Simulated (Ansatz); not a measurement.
**C2H3BF2: a spread of methods and bases**

How do the results and run time of C2H3BF2 respond when the settings are drawn wide?

Method: the settings change from run to run; program: Ansatz 0.2.0, Gaussian basis.

## (1) The molecule

An earlier PBE0-D4 in a triple-zeta def2 set relaxation fixed the geometry.

SMILES `F[C@H]1B[C@@H]1F`, 8 atoms, charge 0, spin multiplicity 1.

Atoms are counted from 1 here; the program's logs count them from 0.

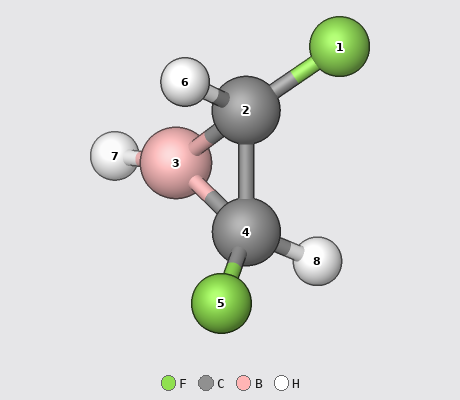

The structure; fluorine green, carbon grey, boron pink, hydrogen white; atoms are numbered from 1 in the order of the file.

## (2) B97M-V/cc-pVTZ

This run has atoms shaken by 0.03 Å, finite nuclei, high accuracy, the search for lower states set to off.

in.yaml reads:

```yaml
crystal:
  periodic: [false, false, false]
  atoms:
    - {symbol: F, position_ang: [-1.152546, -0.454762, 1.593088]}
    - {symbol: C, position_ang: [-0.255144, 0.120051, 0.724155]}
    - {symbol: B, position_ang: [0.970676, -0.407794, -0.048843]}
    - {symbol: C, position_ang: [-0.280555, 0.143189, -0.713192]}
    - {symbol: F, position_ang: [-0.650405, 1.178279, -1.523667]}
    - {symbol: H, position_ang: [0.081795, 1.087271, 1.168651]}
    - {symbol: H, position_ang: [2.083752, -0.892881, -0.133236]}
    - {symbol: H, position_ang: [-0.832883, -0.755521, -1.043421]}
basis:
  gaussian: {orbitals: cc-pVTZ, nuclear_model: gaussian}
hamiltonian: {xc: {name: B97M-V}}
accuracy: high
scf: {lower_state_search: off}
```

Run with:

```sh
$ ansatz run in.yaml --threads 2 --pin off --events-out ev --progress --plain --max-ram 4352MiB
```

The program printed, cut to the lines that bear on the results:

```text
Functional definition: B97M-V
  name "B97M-V"
  cite "Mardirossian & Head-Gordon, J. Chem. Phys. 142, 074111 (2015) doi:10.1063/1.4907719"
  cite "Becke, J. Chem. Phys. 107, 8554 (1997) doi:10.1063/1.475007"
  cite "Vydrov & Van Voorhis, J. Chem. Phys. 133, 244103 (2010) doi:10.1063/1.3521275"
  # Of w^i u^j: cxij and so on, Table III.
[...]
  gx(w, u) = cx00 + cx01*u + cx02*u^2 + (cx10 + cx11*u)*w
  gss(w, u) = css00 + css02*u^2 + css10*w + (css32*w^3 + css42*w^4)*u^2
  gos(w, u) = cos00 + cos01*u + cos03*u^3 + cos10*w + cos32*w^3*u^2
[...]
      + integral(e_c_pw_mod_opposite_spin*gos(b97_w_opposite, b97_u_opposite)) + vv10(b, c)
[...]
3357 factors; integrals over basis functions are off by at most 3.0e-9 eV
[...]
mean field -8231.40948012 eV, -302.4987189447 hartree, gradient 4.9e-8 eV, S^2 0.000000; 0 other end points of the search recorded, 0 dependent functions left out
reference -8231.40948518 eV, -302.4987191305 hartree; 19, 19 occupied and 173, 173 virtual orbitals, 3357 factors
Total energy: -8231.40948518 eV, -302.4987191305 hartree
Checks for a lower state left out: stability, starts, cluster_reference, orbital_swaps, neighbouring_geometries, increment
```

It took 17 s on 2 threads of Intel Xeon Platinum 8375C at 2.90GHz, shared host; peak memory 0.75 GiB.

## (3) r2SCAN50/aug-pcseg-2

This run has multiplicity 3.

in.yaml reads:

```yaml
crystal:
  periodic: [false, false, false]
  atoms:
    - {symbol: F, position_ang: [-1.133301, -0.415030, 1.583024]}
    - {symbol: C, position_ang: [-0.211338, 0.132561, 0.740796]}
    - {symbol: B, position_ang: [0.981289, -0.436523, -0.060362]}
    - {symbol: C, position_ang: [-0.309179, 0.093854, -0.724814]}
    - {symbol: F, position_ang: [-0.597995, 1.177512, -1.500365]}
    - {symbol: H, position_ang: [0.135592, 1.111770, 1.104425]}
    - {symbol: H, position_ang: [2.060991, -0.914735, -0.119832]}
    - {symbol: H, position_ang: [-0.833960, -0.806609, -1.078673]}
basis:
  gaussian: {orbitals: aug-pcseg-2}
magnetization: {spin_polarized: true, initial_magnetization: 2}
hamiltonian: {xc: {name: r2SCAN50}}
```

Same command.

The program printed, cut to the lines that bear on the results:

```text
Functional definition: r2SCAN50
  name "r2SCAN50"
  cite "Bursch, Neugebauer, Ehlert & Grimme, J. Chem. Phys. 156, 134105 (2022) doi:10.1063/5.0086040"
  cite "Furness, Kaplan, Ning, Perdew & Sun, J. Phys. Chem. Lett. 11, 8208 (2020) doi:10.1021/acs.jpclett.0c02405"
  cite "Furness, Kaplan, Ning, Perdew & Sun, J. Phys. Chem. Lett. 11, 9248 (2020) doi:10.1021/acs.jpclett.0c03077"
  parent r2scan
[...]
1333 factors; their error is unknown
[...]
mean field -8224.34252191 eV, -302.2390130208 hartree, gradient 3.1e-5 eV, S^2 2.015669; 2 other end points of the search recorded, 0 dependent functions left out
reference -8224.34253816 eV, -302.2390136179 hartree; 20, 18 occupied and 279, 281 virtual orbitals, 1333 factors
Total energy: -8224.34253816 eV, -302.2390136179 hartree
```

Wall time 35 s (2 threads of Intel Xeon Platinum 8375C at 2.90GHz, shared host); peak memory 1.4 GiB.

⟨S²⟩ 2.016.

## (4) B2PLYP/6-31G*

Set apart from the defaults: a point charge of 2.00 e beside it.

Changes to in.yaml since step 3:

```diff
@@ -12,4 +12,4 @@
 basis:
-  gaussian: {orbitals: aug-pcseg-2}
-magnetization: {spin_polarized: true, initial_magnetization: 2}
-hamiltonian: {xc: {name: r2SCAN50}}
+  gaussian: {orbitals: "6-31G*", point_charges: [{charge: 2.00, position_ang: [6.806, -0.379, -0.235]}]}
+hamiltonian: {xc: {name: B2PLYP}}
+output: {forces: true}
```

Same command.

The program printed, cut to the lines that bear on the results:

```text
Functional definition: B2PLYP
  name "B2PLYP"
  cite "Grimme, J. Chem. Phys. 124, 034108 (2006) doi:10.1063/1.2148954"
  cite "Becke, Phys. Rev. A 38, 3098 (1988) doi:10.1103/PhysRevA.38.3098"
  cite "Lee, Yang & Parr, Phys. Rev. B 37, 785 (1988) doi:10.1103/PhysRevB.37.785"
[...]
775 factors; integrals over basis functions are off by at most 8.4e-4 eV
[...]
mean field -8216.12346171 eV, -301.9369681295 hartree, gradient 5.0e-6 eV, S^2 0.000000; 0 other end points of the search recorded, 0 dependent functions left out
5 core orbitals not correlated: weight in the atoms' cores, before any rotation towards them, 1.000 or more for the frozen orbitals, at most 0.000 for the correlated occupied ones
reference -8216.12356551 eV, -301.9369719440 hartree; 14, 14 occupied and 62, 62 virtual orbitals, 775 factors
second order -22.05337597 eV of doubles, -0.00000000 eV of singles
[...]
Total energy: -8222.07797703 eV, -302.1557925311 hartree
Atom 0 at    -1.133301    -0.415030     1.583024 Å, force     0.008879    -0.128573     0.057711 eV/Å
Atom 1 at    -0.211338     0.132561     0.740796 Å, force     0.025033     0.122506     0.417460 eV/Å
Atom 2 at     0.981289    -0.436523    -0.060362 Å, force    -0.120695    -0.075860    -0.028391 eV/Å
Atom 3 at    -0.309179     0.093854    -0.724814 Å, force    -0.115233    -0.184552    -0.354125 eV/Å
Atom 4 at    -0.597995     1.177512    -1.500365 Å, force     0.094142     0.209078    -0.111718 eV/Å
Atom 5 at     0.135592     1.111770     1.104425 Å, force    -0.061633     0.089919    -0.014783 eV/Å
Atom 6 at     2.060991    -0.914735    -0.119832 Å, force     0.234980    -0.008019     0.015447 eV/Å
Atom 7 at    -0.833960    -0.806609    -1.078673 Å, force    -0.057095    -0.014633     0.026226 eV/Å
Dipole moment:     0.047239    -0.087289    -0.008303 e Å
```

It took 3 s on 2 threads of Intel Xeon Platinum 8375C at 2.90GHz, shared host.

Largest force 0.436 eV/Å, dipole 0.48 D.

## (5) HF/def2-mTZVPP

Changes to in.yaml since step 4:

```diff
@@ -12,4 +12,4 @@
 basis:
-  gaussian: {orbitals: "6-31G*", point_charges: [{charge: 2.00, position_ang: [6.806, -0.379, -0.235]}]}
-hamiltonian: {xc: {name: B2PLYP}}
+  gaussian: {orbitals: def2-mTZVPP}
+hamiltonian: {xc: {name: HF}}
 output: {forces: true}
```

Launched as before.

The program printed, cut to the lines that bear on the results:

```text
Functional definition: HF
  name "HF"
  cite "Fock, Z. Phys. 61, 126 (1930) doi:10.1007/BF01340294"
  parent pbe
[...]
1086 factors; integrals over basis functions are off by at most 1.1e-3 eV
[...]
mean field -8192.08624735 eV, -301.0536167945 hartree, gradient 1.8e-5 eV, S^2 0.000000; 0 other end points of the search recorded, 0 dependent functions left out
[...]
reference -8192.08624735 eV, -301.0536167945 hartree; 19, 19 occupied and 101, 101 virtual orbitals, 1086 factors
Total energy: -8192.08624735 eV, -301.0536167945 hartree
Atom 0 at    -1.133301    -0.415030     1.583024 Å, force     0.465624     0.177080    -0.500040 eV/Å
Atom 1 at    -0.211338     0.132561     0.740796 Å, force    -0.057318     0.448588     0.603206 eV/Å
Atom 2 at     0.981289    -0.436523    -0.060362 Å, force     0.312279    -0.138534    -0.017321 eV/Å
Atom 3 at    -0.309179     0.093854    -0.724814 Å, force    -0.424928    -0.235169    -0.576644 eV/Å
Atom 4 at    -0.597995     1.177512    -1.500365 Å, force     0.226252    -0.483320     0.461958 eV/Å
Atom 5 at     0.135592     1.111770     1.104425 Å, force    -0.330697    -0.365662    -0.096623 eV/Å
Atom 6 at     2.060991    -0.914735    -0.119832 Å, force    -0.249260     0.110559     0.013754 eV/Å
Atom 7 at    -0.833960    -0.806609    -1.078673 Å, force     0.058049     0.486457     0.111709 eV/Å
Dipole moment:     0.419155    -0.185560    -0.023086 e Å
```

It took 1.2 s on 2 threads of Intel Xeon Platinum 8375C at 2.90GHz, shared host.

Largest force 0.754 eV/Å, dipole 2.20 D.

## (6) HF/aug-cc-pVDZ

Changes to in.yaml since step 5:

```diff
@@ -12,4 +12,3 @@
 basis:
-  gaussian: {orbitals: def2-mTZVPP}
+  gaussian: {orbitals: aug-cc-pVDZ}
 hamiltonian: {xc: {name: HF}}
-output: {forces: true}
```

Same command.

The program printed:

```text
Functional definition: HF
  name "HF"
  cite "Fock, Z. Phys. 61, 126 (1930) doi:10.1007/BF01340294"
  parent pbe
  exchange = exact_x
  correlation = 0
1456 factors; their error is unknown
mean field evaluation 1: about -8186.8716 eV, gradient 3.1e1 eV
mean field evaluation 2: about -8189.2914 eV, gradient 1.3e1 eV
mean field evaluation 4: about -8189.7059 eV, gradient 1.1e0 eV
mean field evaluation 8: about -8189.7151 eV, gradient 7.2e-2 eV
mean field -8189.96188461 eV, -300.9755479037 hartree, gradient 4.0e-5 eV, S^2 0.000000; 0 other end points of the search recorded, 0 dependent functions left out
reference -8189.96188461 eV, -300.9755479037 hartree; 19, 19 occupied and 123, 123 virtual orbitals, 1456 factors
Total energy: -8189.96188461 eV, -300.9755479037 hartree
```

It took 0.6 s on 2 threads of Intel Xeon Platinum 8375C at 2.90GHz, shared host.

## (7) HF/def2-SVP

Options: the search for lower states set to light.

Changes to in.yaml since step 6:

```diff
@@ -12,3 +12,5 @@
 basis:
-  gaussian: {orbitals: aug-cc-pVDZ}
+  gaussian: {orbitals: def2-SVP}
 hamiltonian: {xc: {name: HF}}
+scf: {lower_state_search: light}
+output: {forces: true}
```

Launched as before.

The program printed, cut to the lines that bear on the results:

```text
Functional definition: HF
  name "HF"
  cite "Fock, Z. Phys. 61, 126 (1930) doi:10.1007/BF01340294"
  parent pbe
[...]
846 factors; integrals over basis functions are off by at most 1.2e-3 eV
[...]
mean field -8182.49628987 eV, -300.7011923576 hartree, gradient 1.5e-5 eV, S^2 0.000000; 0 other end points of the search recorded, 0 dependent functions left out
[...]
reference -8182.49628987 eV, -300.7011923576 hartree; 19, 19 occupied and 66, 66 virtual orbitals, 846 factors
Total energy: -8182.49628987 eV, -300.7011923576 hartree
Atom 0 at    -1.133301    -0.415030     1.583024 Å, force     0.602585     0.210863    -0.611120 eV/Å
Atom 1 at    -0.211338     0.132561     0.740796 Å, force    -0.382208     0.198963     0.707079 eV/Å
Atom 2 at     0.981289    -0.436523    -0.060362 Å, force     0.143249    -0.063656    -0.008024 eV/Å
Atom 3 at    -0.309179     0.093854    -0.724814 Å, force    -0.467142     0.176969    -0.660285 eV/Å
Atom 4 at    -0.597995     1.177512    -1.500365 Å, force     0.302996    -0.611704     0.561265 eV/Å
Atom 5 at     0.135592     1.111770     1.104425 Å, force    -0.213528    -0.141576    -0.047593 eV/Å
Atom 6 at     2.060991    -0.914735    -0.119832 Å, force     0.047710    -0.020969    -0.002599 eV/Å
Atom 7 at    -0.833960    -0.806609    -1.078673 Å, force    -0.033663     0.251111     0.061276 eV/Å
Dipole moment:     0.415965    -0.184146    -0.022908 e Å
```

It took 0.6 s on 2 threads of Intel Xeon Platinum 8375C at 2.90GHz, shared host.

Largest force 0.884 eV/Å, dipole 2.19 D.

## (8) r2SCANh/def2-SVPD

Set apart from the defaults: D3(BJ) dispersion.

Changes to in.yaml since step 7:

```diff
@@ -12,5 +12,4 @@
 basis:
-  gaussian: {orbitals: def2-SVP}
-hamiltonian: {xc: {name: HF}}
-scf: {lower_state_search: light}
+  gaussian: {orbitals: def2-SVPD}
+hamiltonian: {xc: {name: r2SCANh}, dispersion: d3bj}
 output: {forces: true}
```

The command is unchanged.

The program printed, cut to the lines that bear on the results:

```text
Warning: the engine holds no damping parameters fitted to this dispersion correction and functional, so the run takes those fitted to r2scanh beside the three-body term, which d3bj leaves out (hamiltonian.dispersion, under Limitations)
Functional definition: r2SCANh
  name "r2SCANh"
  cite "Bursch, Neugebauer, Ehlert & Grimme, J. Chem. Phys. 156, 134105 (2022) doi:10.1063/5.0086040"
  cite "Furness, Kaplan, Ning, Perdew & Sun, J. Phys. Chem. Lett. 11, 8208 (2020) doi:10.1021/acs.jpclett.0c02405"
  cite "Furness, Kaplan, Ning, Perdew & Sun, J. Phys. Chem. Lett. 11, 9248 (2020) doi:10.1021/acs.jpclett.0c03077"
  parent r2scan
[...]
1059 factors; their error is unknown
[...]
mean field -8219.86204818 eV, -302.0743586481 hartree, gradient 3.1e-5 eV, S^2 0.000000; 0 other end points of the search recorded, 0 dependent functions left out
[...]
reference -8219.86206131 eV, -302.0743591304 hartree; 19, 19 occupied and 111, 111 virtual orbitals, 1059 factors
Total energy: -8219.89339786 eV, -302.0755107275 hartree
Atom 0 at    -1.133301    -0.415030     1.583024 Å, force    -0.149528    -0.086644     0.117646 eV/Å
Atom 1 at    -0.211338     0.132561     0.740796 Å, force     0.009796    -0.030039    -0.101994 eV/Å
Atom 2 at     0.981289    -0.436523    -0.060362 Å, force    -0.007861     0.003282     0.000354 eV/Å
Atom 3 at    -0.309179     0.093854    -0.724814 Å, force     0.038073     0.008808     0.099369 eV/Å
Atom 4 at    -0.597995     1.177512    -1.500365 Å, force    -0.046656     0.173553    -0.106814 eV/Å
Atom 5 at     0.135592     1.111770     1.104425 Å, force     0.075884     0.170868     0.064420 eV/Å
Atom 6 at     2.060991    -0.914735    -0.119832 Å, force     0.161624    -0.071462    -0.008885 eV/Å
Atom 7 at    -0.833960    -0.806609    -1.078673 Å, force    -0.081333    -0.168366    -0.064096 eV/Å
Dipole moment:     0.341069    -0.150989    -0.018791 e Å
```

It took 2.9 s on 2 threads of Intel Xeon Platinum 8375C at 2.90GHz, shared host; peak memory 0.3 GiB.

Largest force 0.209 eV/Å, dipole 1.79 D.

## (9) r2SCAN50/6-31G

This run has coordinates scaled by 1.25, finite nuclei, a point charge of 0.50 e beside it, the search for lower states set to off.

in.yaml reads:

```yaml
crystal:
  periodic: [false, false, false]
  atoms:
    - {symbol: F, position_ang: [-1.416626, -0.518788, 1.978780]}
    - {symbol: C, position_ang: [-0.264172, 0.165702, 0.925995]}
    - {symbol: B, position_ang: [1.226611, -0.545654, -0.075453]}
    - {symbol: C, position_ang: [-0.386473, 0.117318, -0.906018]}
    - {symbol: F, position_ang: [-0.747493, 1.471890, -1.875456]}
    - {symbol: H, position_ang: [0.169489, 1.389712, 1.380531]}
    - {symbol: H, position_ang: [2.576239, -1.143418, -0.149790]}
    - {symbol: H, position_ang: [-1.042450, -1.008262, -1.348341]}
basis:
  gaussian: {orbitals: 6-31G, nuclear_model: gaussian, point_charges: [{charge: 0.50, position_ang: [7.008, -0.690, 0.463]}]}
hamiltonian: {xc: {name: r2SCAN50}}
scf: {lower_state_search: off}
output: {forces: true}
```

The command is unchanged.

The program printed, cut to the lines that bear on the results:

```text
Functional definition: r2SCAN50
  name "r2SCAN50"
  cite "Bursch, Neugebauer, Ehlert & Grimme, J. Chem. Phys. 156, 134105 (2022) doi:10.1063/5.0086040"
  cite "Furness, Kaplan, Ning, Perdew & Sun, J. Phys. Chem. Lett. 11, 8208 (2020) doi:10.1021/acs.jpclett.0c02405"
  cite "Furness, Kaplan, Ning, Perdew & Sun, J. Phys. Chem. Lett. 11, 9248 (2020) doi:10.1021/acs.jpclett.0c03077"
  parent r2scan
[...]
626 factors; integrals over basis functions are off by at most 2.9e-4 eV
[...]
mean field -8213.55995811 eV, -301.8427611097 hartree, gradient 4.6e-6 eV, S^2 0.000000; 0 other end points of the search recorded, 0 dependent functions left out
[...]
reference -8213.55996160 eV, -301.8427612380 hartree; 19, 19 occupied and 32, 32 virtual orbitals, 626 factors
Total energy: -8213.55996160 eV, -301.8427612380 hartree
Atom 0 at    -1.416626    -0.518788     1.978780 Å, force     3.697450     2.152426    -3.411390 eV/Å
Atom 1 at    -0.264172     0.165702     0.925995 Å, force     0.909355     0.970322    -1.715028 eV/Å
Atom 2 at     1.226611    -0.545654    -0.075453 Å, force    -2.275733     0.982873     0.112811 eV/Å
Atom 3 at    -0.386473     0.117318    -0.906018 Å, force     0.044134    -1.412497     1.662593 eV/Å
Atom 4 at    -0.747493     1.471890    -1.875456 Å, force     1.200094    -4.300898     3.147418 eV/Å
Atom 5 at     0.169489     1.389712     1.380531 Å, force    -1.942976    -4.270905    -1.444482 eV/Å
Atom 6 at     2.576239    -1.143418    -0.149790 Å, force    -3.668271     1.624148     0.202737 eV/Å
Atom 7 at    -1.042450    -1.008262    -1.348341 Å, force     1.999629     4.252946     1.441912 eV/Å
Dipole moment:     0.723650    -0.340551    -0.048881 e Å
Checks for a lower state left out: stability, starts, cluster_reference, orbital_swaps, neighbouring_geometries, increment
```

It took 1.2 s on 2 threads of Intel Xeon Platinum 8375C at 2.90GHz, shared host.

Largest force 5.472 eV/Å, dipole 3.85 D.

## (10) wB97/STO-3G

Set apart from the defaults: atoms shaken by 0.15 Å.

in.yaml reads:

```yaml
crystal:
  periodic: [false, false, false]
  atoms:
    - {symbol: F, position_ang: [-1.360924, -0.578021, 1.629944]}
    - {symbol: C, position_ang: [-0.112608, 0.176323, 0.826266]}
    - {symbol: B, position_ang: [1.019104, -0.150573, 0.220995]}
    - {symbol: C, position_ang: [-0.427878, 0.032349, -0.462866]}
    - {symbol: F, position_ang: [-0.908031, 1.087010, -1.716371]}
    - {symbol: H, position_ang: [0.249401, 1.242951, 1.037044]}
    - {symbol: H, position_ang: [2.155058, -0.880023, -0.283835]}
    - {symbol: H, position_ang: [-0.909154, -0.766667, -0.931079]}
basis:
  gaussian: {orbitals: STO-3G}
hamiltonian: {xc: {name: wB97}}
output: {forces: true}
```

Same command.

The program printed, cut to the lines that bear on the results:

```text
Functional definition: wB97
  name "wB97"
  cite "Chai & Head-Gordon, J. Chem. Phys. 128, 084106 (2008) doi:10.1063/1.2834918"
  cite "Becke, J. Chem. Phys. 107, 8554 (1997) doi:10.1063/1.475007"
[...]
  # The coefficients of nought are those of the uniform gas.
[...]
      + integral(e_c_pw_opposite_spin*poly(b97_u_opposite, 1, cos1, cos2, cos3, cos4))
393 factors; integrals over basis functions are off by at most 6.6e-5 eV
164 factors; integrals over basis functions are off by at most 3.2e-6 eV
[...]
mean field -8109.77351278 eV, -298.0286795927 hartree, gradient 1.6e-5 eV, S^2 0.000000; 0 other end points of the search recorded, 0 dependent functions left out
[...]
reference -8109.77350823 eV, -298.0286794254 hartree; 19, 19 occupied and 9, 9 virtual orbitals, 393 factors
Total energy: -8109.77350823 eV, -298.0286794254 hartree
Atom 0 at    -1.360924    -0.578021     1.629944 Å, force     4.799108     2.894844    -0.975196 eV/Å
Atom 1 at    -0.112608     0.176323     0.826266 Å, force   -12.278462     1.604368    15.163498 eV/Å
Atom 2 at     1.019104    -0.150573     0.220995 Å, force    10.883040    -7.489628    -9.187731 eV/Å
Atom 3 at    -0.427878     0.032349    -0.462866 Å, force     0.161918     5.733138   -13.671395 eV/Å
Atom 4 at    -0.908031     1.087010    -1.716371 Å, force     2.024424    -2.968435     5.469702 eV/Å
Atom 5 at     0.249401     1.242951     1.037044 Å, force    -1.270977     0.014252     0.632760 eV/Å
Atom 6 at     2.155058    -0.880023    -0.283835 Å, force    -3.624618     3.090487     2.587161 eV/Å
Atom 7 at    -0.909154    -0.766667    -0.931079 Å, force    -0.694432    -2.879027    -0.018799 eV/Å
Dipole moment:     0.371574     0.094504     0.152193 e Å
```

Run time: 1.4 s. Hardware: 2 threads of Intel Xeon Platinum 8375C at 2.90GHz, shared host.

Largest force 19.577 eV/Å, dipole 1.98 D.

## (11) All runs side by side

| level | charge | multiplicity | geometry | functions | energy (eV) | time |
| --- | --- | --- | --- | --- | --- | --- |
| B97M-V/cc-pVTZ | 0 | 1 | shaken | 192 | -8231.409 | 17 s |
| r2SCAN50/aug-pcseg-2 | 0 | 3 | relaxed | 299 | -8224.343 | 35 s |
| B2PLYP/6-31G* | 0 | 1 | relaxed, point charge | 81 | -8222.078 | 3 s |
| HF/def2-mTZVPP | 0 | 1 | relaxed | 120 | -8192.086 | 1.2 s |
| HF/aug-cc-pVDZ | 0 | 1 | relaxed | 142 | -8189.962 | 0.6 s |
| HF/def2-SVP | 0 | 1 | relaxed | 85 | -8182.496 | 0.6 s |
| r2SCANh/def2-SVPD | 0 | 1 | relaxed | 130 | -8219.893 | 2.9 s |
| r2SCAN50/6-31G | 0 | 1 | scaled, point charge | 51 | -8213.560 | 1.2 s |
| wB97/STO-3G | 0 | 1 | shaken | 28 | -8109.774 | 1.4 s |

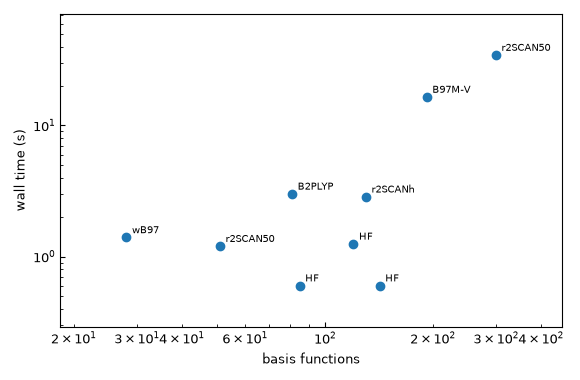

Wall time against the number of basis functions (shared host).

## (12) Summary of results

| quantity | value |
| --- | --- |
| runs | 9 |
| quickest | HF/aug-cc-pVDZ, 0.6 s |
| slowest | r2SCAN50/aug-pcseg-2, 35 s |
| spread of total energies, same state and geometry | 37.4 eV |
| dipole, same state and geometry | 1.79 to 2.20 D |

What this shows: r2SCAN50/aug-pcseg-2 took 58 times as long as HF/aug-cc-pVDZ. The jobs differ in tasks and options as well as level. Total energies at one charge and spin differ by 37 eV between levels, so only differences within one level mean anything. At the PBE0-D4/def2-TZVP geometry and in the same state, runs without warnings or point charges leave forces up to 0.88 eV/Å (HF/def2-SVP), against 19.6 eV/Å where the atoms were moved. At that geometry and state the dipole changes by 23 % between the lowest and highest value.
